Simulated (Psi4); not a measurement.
# InSiH7O (SMILES [SiH3][OH+][InH3-]): a chain of runs

Wanted: a series of 10 runs (PBE-D4/def2-SVP, PBE0-D4/def2-TZVP, PBE-D4/def2-TZVPP, r2SCAN-D4/def2-TZVPP, B3LYP-D4/def2-TZVPP, PBE0-D4/def2-TZVPP, wB97M-V/def2-TZVPP, CCSD(T)/def2-TZVPP, and more) of InSiH7O. 

The calculation is run with Psi4 1.11.

## 1. The molecule

The species is InSiH7O (10 atoms), meant as a singlet with charge 0. SMILES: `[SiH3][OH+][InH3-]`. The shape comes from a force field and isn't a relaxed structure. The run starts from this shape.

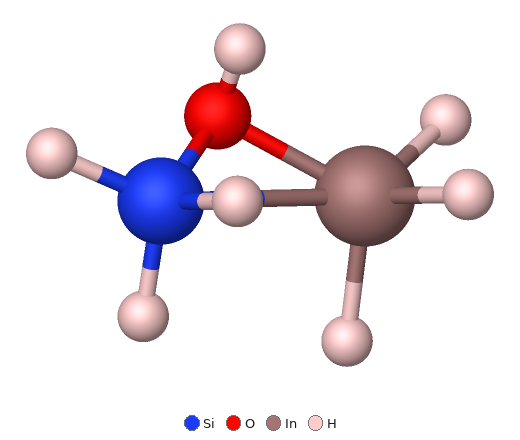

Viewed from a chosen angle; silicon blue, oxygen red, indium brown, hydrogen pink.

## 2. A geometry optimisation at PBE-D4/def2-SVP (density fitting, core potential) (run 1)

run.py

```python
import psi4

psi4.set_memory(4400000000)
psi4.set_num_threads(2)
psi4.core.set_output_file('output.dat', False)

molecule = psi4.geometry("""
0 1
Si    -1.041624     0.616389    -0.800329
O      0.657683     0.516591    -0.812231
In     0.979452    -0.818683     0.628370
H     -1.669805    -0.638907    -1.082461
H     -1.487193     1.604632    -1.781848
H     -1.584891     1.179367     0.572121
H      0.925147     1.344234    -0.427098
H      0.188253    -2.389043     0.334125
H      0.448945    -0.203395     2.358896
H      2.799768    -1.133701     0.823497
units angstrom
symmetry c1
""")

options = {'reference': 'rks', 'scf_type': 'df', 'geom_maxiter': 60, 'max_force_g_convergence': 0.0005}
psi4.set_options(options)

E = psi4.optimize('pbe-d4/def2-SVP', molecule=molecule)
print(f'total energy {E:.8f} hartree = {E * 27.211386:.5f} eV')
print(molecule.to_string(dtype='xyz', units='Angstrom'))
```

On the command line:

```sh
python run.py
```

output.dat:

```text
[...]
    !!!  WARNING: ECP capability is in beta. Please check occupations closely.  !!!
[...]
  Running in c1 symmetry.
[...]
  Nuclear repulsion =  206.924640248632898
[...]
  Multiplicity = 1
[...]
  Nalpha       = 25
  Nbeta        = 25
[...]
    Number of basis functions: 93
[...]
   @DF-RKS iter   1:  -558.34564655184238   -7.15276e-01   7.54251e-03 ADIIS/DIIS
[...]
    !!!  WARNING: ECP capability is in beta. Please check occupations closely.  !!!
[...]
   @DF-RKS iter   7:  -558.64542636556428   -2.89901e-11   6.34846e-09 DIIS
[...]
  @DF-RKS Final Energy:  -558.64542636556428
   => Energetics <=
    Nuclear Repulsion Energy =            183.5108500383798287
    One-Electron Energy =               -1209.0699149645608941
    Two-Electron Energy =                 515.3861503874427399
    DFT Exchange-Correlation Energy =     -48.4658188660338709
    Empirical Dispersion Energy =          -0.0066929607921828
    VV10 Nonlocal Energy =                  0.0000000000000000
    Total Energy =                       -558.6454263655642762
[...]
 Multipole Moments:
 ------------------------------------------------------------------------------------
     Multipole            Electronic (a.u.)      Nuclear  (a.u.)        Total (a.u.)
 ------------------------------------------------------------------------------------
 L = 1.  Multiply by 2.5417464519 to convert [e a0] to [Debye]
 Dipole X            :         42.4911390          -43.0344358           -0.5432968
 Dipole Y            :        -39.6109704           40.7338007            1.1228303
 Dipole Z            :         39.2553718          -39.9355795           -0.6802077
 Magnitude           :                                                    1.4207751
[...]
  -Total Gradient:
     Atom            X                  Y                   Z
    ------   -----------------  -----------------  -----------------
       1        0.000137740185     0.000393804520     0.000194297530
       2        0.000495533563    -0.000907061153    -0.000797310667
       3        0.000031336294     0.000304561029     0.000431877416
       4       -0.000149198115     0.000027821453    -0.000040487872
       5       -0.000020491722     0.000016695579     0.000006852946
       6       -0.000150886644    -0.000110541038    -0.000006718158
       7       -0.000189647125     0.000255848154     0.000326094968
       8       -0.000026213394    -0.000034067923     0.000008792267
       9       -0.000088866698    -0.000082010953     0.000016533079
      10       -0.000053942461     0.000068762382    -0.000255156605
[...]
    Final optimized geometry and variables:
    Molecular point group: c1
    Full point group: C1
    Geometry (in Angstrom), charge = 0, multiplicity = 1:
    SI          -1.937657286780     1.386261972019    -1.415610118352
    O           -0.274436751781     1.104722012279    -1.089043801258
    IN           0.554709086063    -0.530308578262     0.528782130952
    H           -2.475402516452     0.069942147418    -1.873488546402
    H           -2.030611387733     2.427971222936    -2.494629977960
    H           -2.652066813519     1.864538476229    -0.184634805881
    H            0.275130506185     1.907020052177    -1.010679631523
    H           -0.459143387834    -1.830952648679    -0.055703656519
    H            0.034228576963     0.382303788096     1.935047750308
    H            2.208827548819    -0.374387562293    -0.022442378483
[...]
```

It took 92 s on 2 threads of AMD EPYC 7R43 (Zen 3), shared host; peak memory 0.84 GiB.

The path in brief:

```tsv
step	energy from the first frame kept (eV)	largest force (eV/Å)
0	0.0000	7.5317
1	-0.9907	4.0999
2	-1.5095	2.1823
3	-1.7631	1.0380
4	-1.8482	0.4661
5	-1.8744	0.2983
6	-1.8917	0.2237
7	-1.9092	0.2319
8	-1.9163	0.1486
9	-1.9206	0.1313
10	-1.9240	0.1272
11	-1.9274	0.1089
12	-1.9299	0.0848
13	-1.9308	0.0671
```

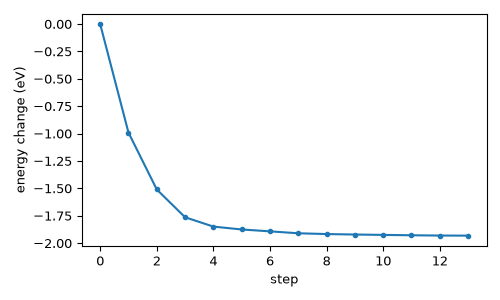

Energy along the run.

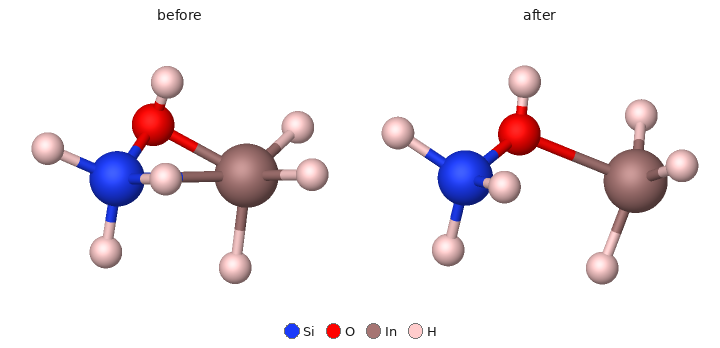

Before and after, at one scale.

After the run. Bond lengths: Si1–O2 1.718 Å, O2–In3 2.445 Å, Si1–H4 1.494 Å, Si1–H5 1.503 Å, Si1–H6 1.501 Å, O2–H7 0.976 Å, In3–H8 1.750 Å, In3–H9 1.755 Å, In3–H10 1.751 Å. Some angles: Si1–O2–In3 124.3°, Si1–O2–H7 115.2°, In3–O2–H7 107.8°, O2–Si1–H4 105.2°, O2–Si1–H5 108.1°, O2–Si1–H6 110.9°, O2–In3–H8 94.6°, O2–In3–H9 94.7°, O2–In3–H10 93.0°, H4–Si1–H5 111.6°.

## 3. A structure relaxation at PBE0-D4/def2-TZVP (density fitting, core potential) (run 2)

calc.py

```python
import psi4

psi4.set_memory('4400 MB')
psi4.set_num_threads(2)
psi4.set_output_file('h7inosi.out', False)

mol = psi4.geometry("""
Si    -1.373938     0.971624    -1.188869
O      0.289283     0.690084    -0.862302
In     1.118428    -0.944946     0.755524
H     -1.911683    -0.344695    -1.646747
H     -1.466892     2.013334    -2.267889
H     -2.088347     1.449901     0.042107
H      0.838850     1.492382    -0.783938
H      0.104576    -2.245590     0.171038
H      0.597948    -0.032334     2.161789
H      2.772547    -0.789025     0.204299
symmetry c1
""")

psi4.set_options({
    'basis': 'def2-TZVP',
    'reference': 'rks',
    'scf_type': 'df',
    'geom_maxiter': 50,
    'max_force_g_convergence': 0.0002,
})

result, w = psi4.optimize("pbe0-d4", molecule=mol, return_wfn=True)
print(f'pbe0-d4 energy: {result:.10f} Eh')
print(mol.to_string(dtype='xyz', units='Angstrom'))
```

On the command line:

```sh
python calc.py
```

h7inosi.out, cut to the lines that bear on the results:

```text
[...]
    !!!  WARNING: ECP capability is in beta. Please check occupations closely.  !!!
[...]
  Running in c1 symmetry.
[...]
  Nuclear repulsion =  183.510852286763026
[...]
  Multiplicity = 1
[...]
  Nalpha       = 25
  Nbeta        = 25
[...]
    Number of basis functions: 160
[...]
   @DF-RKS iter   1:  -558.61860165750363   -1.06223e+00   5.22602e-03 ADIIS/DIIS
[...]
    !!!  WARNING: ECP capability is in beta. Please check occupations closely.  !!!
[...]
   @DF-RKS iter   6:  -558.89409875604883   -1.98952e-11   7.29854e-09 DIIS
[...]
  @DF-RKS Final Energy:  -558.89409875604883
   => Energetics <=
    Nuclear Repulsion Energy =            186.3422905887614718
    One-Electron Energy =               -1215.3917023709886962
    Two-Electron Energy =                 507.0766809676574667
    DFT Exchange-Correlation Energy =     -36.9155537339903432
    Empirical Dispersion Energy =          -0.0058142074887054
    VV10 Nonlocal Energy =                  0.0000000000000000
    Total Energy =                       -558.8940987560488338
[...]
 Multipole Moments:
[...]
  -Total Gradient:
     Atom            X                  Y                   Z
    ------   -----------------  -----------------  -----------------
       1       -0.000106776209    -0.000035919899    -0.000092157136
       2       -0.000037720865     0.000001495582     0.000035879695
       3        0.000040288335     0.000066209446    -0.000029727202
       4        0.000007987996     0.000003303529    -0.000012315966
       5        0.000024223702     0.000005480720    -0.000003473443
       6        0.000022818277     0.000011957962     0.000019121736
       7        0.000060791636    -0.000018130466     0.000017692644
       8       -0.000026617058     0.000017878388    -0.000029322941
       9        0.000022132967     0.000001075981    -0.000007482556
      10        0.000018360884    -0.000029710607     0.000015137082
[...]
    Final optimized geometry and variables:
[...]
```

Standard output:

```text
Optimizer: Optimization complete!
pbe0-d4 energy: -558.8940987560 Eh
10
0 1 H7InOSi
Si                   -1.820569092305     1.276007080855    -1.558123918701
O                    -0.361689975182     1.351858194469    -0.734086035251
In                    0.538113471314    -0.534408370551     0.515748539465
H                    -1.757423863263     0.024008424977    -2.337285988421
H                    -1.922762562899     2.464095915438    -2.441971473516
H                    -2.954526850317     1.265128253326    -0.603964014490
H                    -0.146012581074     2.170557168800    -0.280997207878
H                    -1.005399804150    -1.325994650159     0.525592598811
H                     0.963295792196     0.495230392376     1.844927460539
H                     1.750325323908    -1.040752799655    -0.604146406972
```

Wall time 3.3 min (2 threads of AMD EPYC 7R43 (Zen 3), shared host); peak memory 1.4 GiB.

The path in brief:

```tsv
step	energy from the first frame kept (eV)	largest force (eV/Å)
0	0.0000	0.9251
1	-0.0419	0.2952
2	-0.0451	0.0942
3	-0.0468	0.0693
4	-0.0474	0.0661
5	-0.0484	0.0493
6	-0.0497	0.0509
7	-0.0512	0.0312
8	-0.0528	0.0579
9	-0.0550	0.1100
10	-0.0594	0.1535
11	-0.0638	0.1313
12	-0.0658	0.0500
13	-0.0671	0.1413
14	-0.0679	0.0381
15	-0.0686	0.0372
16	-0.0689	0.0379
17	-0.0692	0.0103
18	-0.0692	0.0071
19	-0.0692	0.0075
```

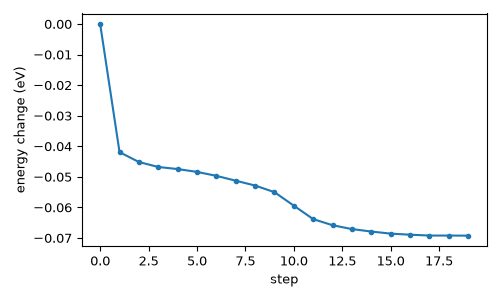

Energy along the run.

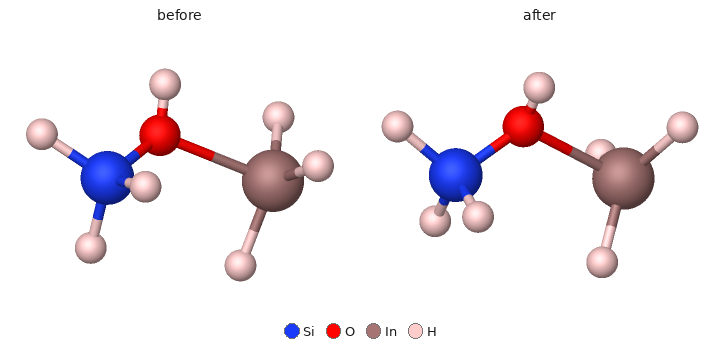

Before and after, at one scale.

After the run. Bond lengths: Si1–O2 1.677 Å, O2–In3 2.435 Å, Si1–H4 1.476 Å, Si1–H5 1.484 Å, Si1–H6 1.482 Å, O2–H7 0.960 Å, In3–H8 1.735 Å, In3–H9 1.734 Å, In3–H10 1.726 Å. Some angles: Si1–O2–In3 122.6°, Si1–O2–H7 117.8°, In3–O2–H7 109.6°, O2–Si1–H4 105.1°, O2–Si1–H5 108.4°, O2–Si1–H6 110.5°, O2–In3–H8 91.6°, O2–In3–H9 91.4°, O2–In3–H10 98.8°, H4–Si1–H5 111.6°.

Runs 3 to 8 aren't shown in full; the table further down has their settings and results.

## 4. The energy at CCSD(T)/def2-TZVPP (density fitting, core potential, density fitting for correlation) (run 9)

job.py

```python
import psi4

psi4.set_memory('4400 MB')
psi4.set_num_threads(2)
psi4.core.set_output_file('output.dat', False)

m = psi4.geometry("""
0 1
Si    -1.256850     0.861370    -1.331382
O      0.202029     0.937221    -0.507344
In     1.101833    -0.949046     0.742490
H     -1.193705    -0.390629    -2.110544
H     -1.359043     2.049458    -2.215230
H     -2.390808     0.850491    -0.377222
H      0.417707     1.755920    -0.054255
H     -0.441681    -1.740632     0.752334
H      1.527015     0.080593     2.071669
H      2.314044    -1.455390    -0.377405
units angstrom
symmetry c1
""")

options = {'basis': 'def2-TZVPP', 'scf_type': 'df', 'num_frozen_docc': 10, 'cc_type': 'df'}
psi4.set_options(options)

E, wfn = psi4.energy('ccsd(t)', return_wfn=True)
print('E =', round(E, 9))
for k, v in sorted(psi4.core.scalar_variables().items()):
    print(f'{k:45s} {v:18.10f}')
```

On the command line:

```sh
python job.py
```

output.dat:

```text
[...]
    !!!  WARNING: ECP capability is in beta. Please check occupations closely.  !!!
[...]
  Running in c1 symmetry.
[...]
  Nuclear repulsion =  186.342282616287690
[...]
  Multiplicity = 1
[...]
  Nalpha       = 25
  Nbeta        = 25
[...]
    Number of basis functions: 221
[...]
   @DF-RHF iter   1:  -557.00266281026154   -1.54126e+00   2.52344e-03 ADIIS/DIIS
[...]
   @DF-RHF iter  11:  -557.13690896068692   -1.05729e-11   3.57028e-09 DIIS
[...]
    Orbital Energies [Eh]
    ---------------------
    Doubly Occupied:
       1A    -68.820084     2A    -20.611524     3A     -6.166442
       4A     -5.352884     5A     -4.273557     6A     -4.272866
       7A     -4.272626     8A     -3.613681     9A     -3.605742
      10A     -3.605502    11A     -1.394886    12A     -1.004398
      13A     -0.995392    14A     -0.995151    15A     -0.992184
      16A     -0.991954    17A     -0.799541    18A     -0.694779
      19A     -0.623012    20A     -0.600013    21A     -0.516996
      22A     -0.501747    23A     -0.488102    24A     -0.385920
      25A     -0.383425
[...]
  @DF-RHF Final Energy:  -557.13690896068692
   => Energetics <=
    Nuclear Repulsion Energy =            186.3422826162876902
    One-Electron Energy =               -1215.0335664906695001
    Two-Electron Energy =                 471.5543749136947440
    Total Energy =                       -557.1369089606869238
[...]
 Multipole Moments:
 ------------------------------------------------------------------------------------
     Multipole            Electronic (a.u.)      Nuclear  (a.u.)        Total (a.u.)
 ------------------------------------------------------------------------------------
 L = 1.  Multiply by 2.5417464519 to convert [e a0] to [Debye]
 Dipole X            :         41.2424186          -41.8642653           -0.6218467
 Dipole Y            :        -39.5693810           40.6454904            1.0761094
 Dipole Z            :         38.7820947          -39.2185128           -0.4364181
 Magnitude           :                                                    1.3172568
[...]
      * MP2 total energy:                  -557.824258855669
[...]
      * CCSD total energy:                 -557.861188945458
[...]
      * CCSD(T) total energy                -557.881586112646
[...]
```

On the terminal:

```text
E = -557.881586113
(T) CORRECTION ENERGY                              -0.0203971672
CC D1 DIAGNOSTIC                                    0.0415191261
CC T1 DIAGNOSTIC                                    0.0129864169
CCSD CORRELATION ENERGY                            -0.7242799848
CCSD DOUBLES ENERGY                                -0.7242799848
CCSD ITERATIONS                                    15.0000000000
CCSD OPPOSITE-SPIN CORRELATION ENERGY              -0.5636191253
CCSD SAME-SPIN CORRELATION ENERGY                  -0.1606608595
CCSD SINGLES ENERGY                                 0.0000000000
CCSD TOTAL ENERGY                                -557.8611889455
CCSD(T) CORRELATION ENERGY                         -0.7446771520
CCSD(T) TOTAL ENERGY                             -557.8815861126
CURRENT CORRELATION ENERGY                         -0.7446771520
CURRENT ENERGY                                   -557.8815861126
CURRENT REFERENCE ENERGY                         -557.1369089607
DD SOLVATION ENERGY                                 0.0000000000
HF KINETIC ENERGY                                 441.2968253575
HF POTENTIAL ENERGY                              -998.4337343182
HF TOTAL ENERGY                                  -557.1369089607
HF VIRIAL RATIO                                     2.2624992453
MP2 CORRELATION ENERGY                             -0.6873498950
MP2 DOUBLES ENERGY                                 -0.6873498950
MP2 OPPOSITE-SPIN CORRELATION ENERGY               -0.5148597044
MP2 SAME-SPIN CORRELATION ENERGY                   -0.1724901906
MP2 SINGLES ENERGY                                  0.0000000000
MP2 TOTAL ENERGY                                 -557.8242588557
NAUX (CC)                                         593.0000000000
NAUX (SCF)                                        549.0000000000
NUCLEAR REPULSION ENERGY                          186.3422826163
ONE-ELECTRON ENERGY                             -1215.0335664907
PCM POLARIZATION ENERGY                             0.0000000000
PE ENERGY                                           0.0000000000
SCF ITERATION ENERGY                             -557.1369089607
SCF ITERATIONS                                     11.0000000000
SCF TOTAL ENERGY                                 -557.1369089607
TWO-ELECTRON ENERGY                               471.5543749137
```

Wall time 15 min (2 threads of AMD EPYC 7R43 (Zen 3), shared host); peak memory 0.79 GiB.

## 5. The energy at MP2/def2-QZVPP (density fitting, core potential, density fitting for correlation) (run 10)

job.py

```python
import psi4

psi4.set_memory(4400000000)
psi4.set_num_threads(2)
psi4.set_output_file('psi4.out', False)

m = psi4.geometry("""
0 1
Si
O 1 1.677236
In 2 2.435105 1 122.58449
H 1 1.476002 2 105.09994 3 -48.2012
H 1 1.484313 4 111.56547 2 117.31266
H 1 1.482026 4 111.49203 5 122.995
H 2 0.960247 1 117.75841 4 169.98387
H 3 1.734688 2 91.58156 7 127.78214
H 3 1.734259 8 118.9943 2 92.45491
H 3 1.726269 9 119.94662 7 98.20243
symmetry c1
""")

psi4.set_options({
    'basis': 'def2-QZVPP',
    'scf_type': 'df',
    'num_frozen_docc': 10,
})

E, wfn = psi4.energy("mp2", return_wfn=True)
print(f'total energy {E:.8f} hartree = {E * 27.211386:.5f} eV')
```

On the command line:

```sh
python job.py
```

psi4.out:

```text
[...]
    !!!  WARNING: ECP capability is in beta. Please check occupations closely.  !!!
[...]
  Running in c1 symmetry.
[...]
  Nuclear repulsion =  186.342265728313208
[...]
  Multiplicity = 1
[...]
  Nalpha       = 25
  Nbeta        = 25
[...]
    Number of basis functions: 419
[...]
   @DF-RHF iter   1:  -556.99356413012606   -1.44595e+00   1.45665e-03 DIIS/ADIIS
[...]
   @DF-RHF iter  10:  -557.15184642475288   -1.78375e-10   8.85225e-09 DIIS
[...]
    Orbital Energies [Eh]
    ---------------------
    Doubly Occupied:
       1A    -68.821597     2A    -20.609623     3A     -6.165329
       4A     -5.352104     5A     -4.272480     6A     -4.271901
       7A     -4.271665     8A     -3.612361     9A     -3.605241
      10A     -3.605030    11A     -1.394784    12A     -1.003367
      13A     -0.994607    14A     -0.994397    15A     -0.991742
      16A     -0.991509    17A     -0.799330    18A     -0.694721
      19A     -0.622910    20A     -0.600073    21A     -0.516967
      22A     -0.501828    23A     -0.488237    24A     -0.385984
      25A     -0.383573
[...]
  @DF-RHF Final Energy:  -557.15184642475288
   => Energetics <=
    Nuclear Repulsion Energy =            186.3422657283132082
    One-Electron Energy =               -1215.0854973476486975
    Two-Electron Energy =                 471.5913851945826991
    Total Energy =                       -557.1518464247528755
[...]
 Multipole Moments:
 ------------------------------------------------------------------------------------
     Multipole            Electronic (a.u.)      Nuclear  (a.u.)        Total (a.u.)
 ------------------------------------------------------------------------------------
 L = 1.  Multiply by 2.5417464519 to convert [e a0] to [Debye]
 Dipole X            :          0.4264105           -0.7017104           -0.2752998
 Dipole Y            :        -44.1285134           45.2003673            1.0718539
 Dipole Z            :         53.1347020          -53.8442151           -0.7095131
 Magnitude           :                                                    1.3145606
[...]
```

On the terminal:

```text
total energy -558.05768245 hartree = -15185.52301 eV
```

It took 18 s on 2 threads of AMD EPYC 7R43 (Zen 3), shared host; peak memory 1.7 GiB.

## 6. The series

```tsv
run	level	geom maxiter	max force g convergence	energy (Eh)	dipole moment (D)	HOMO energy (eV)	LUMO energy (eV)	wall time
1	PBE-D4/def2-SVP (density fitting, core potential)	60	0.0005	-558.645426	3.61	-6.23	-1.71	92 s
2	PBE0-D4/def2-TZVP (density fitting, core potential)	50	0.0002	-558.894099	3.22	-7.56	-1.10	3.3 min
3	PBE0-D4/def2-TZVP (density fitting, core potential)	–	–	-558.894099	3.22	–	–	12 min
4	PBE-D4/def2-TZVPP (density fitting, core potential)	–	–	-558.859383	3.17	-6.39	-1.93	31 s
5	r2SCAN-D4/def2-TZVPP (density fitting, core potential)	–	–	-559.109727	3.20	-6.68	-1.52	68 s
6	B3LYP-D4/def2-TZVPP (density fitting, core potential)	–	–	-559.216977	3.23	-7.38	-1.36	30 s
7	PBE0-D4/def2-TZVPP (density fitting, core potential)	–	–	-558.896504	3.20	-7.56	-1.11	39 s
8	wB97M-V/def2-TZVPP (density fitting, core potential)	–	–	-558.986675	3.21	-9.84	0.33	87 s
9	CCSD(T)/def2-TZVPP (density fitting, core potential, density fitting for correlation)	–	–	-557.881586	–	-10.43	1.44	15 min
10	MP2/def2-QZVPP (density fitting, core potential, density fitting for correlation)	–	–	-558.057682	–	-10.44	1.18	18 s
```

## 7. Summary of results

| quantity | value |
| --- | --- |
| run 10, MP2/def2-QZVPP: total energy | -558.05768 Eh |
| run 10, MP2/def2-QZVPP: HOMO energy (Hartree–Fock orbitals) | -10.44 eV |
| run 10, MP2/def2-QZVPP: LUMO energy (Hartree–Fock orbitals) | 1.18 eV |
| run 10, MP2/def2-QZVPP: HOMO–LUMO gap (Hartree–Fock orbitals) | 11.61 eV |
| run 10, MP2/def2-QZVPP: correlation energy (10 core orbitals frozen) | -905.8 mEh |

**Reading.** Over runs 3, 4, 5, 6, 7, 8 the dipole moment (its size) runs from 3.17 D (PBE-D4/def2-TZVPP) to 3.23 D (B3LYP-D4/def2-TZVPP). Over runs 4, 5, 6, 7, 8 the HOMO–LUMO gap runs from 4.46 eV (PBE-D4/def2-TZVPP) to 10.17 eV (wB97M-V/def2-TZVPP). Totals of different functionals can't be ranked against each other. All runs together took 36 min, the longest 15 min.
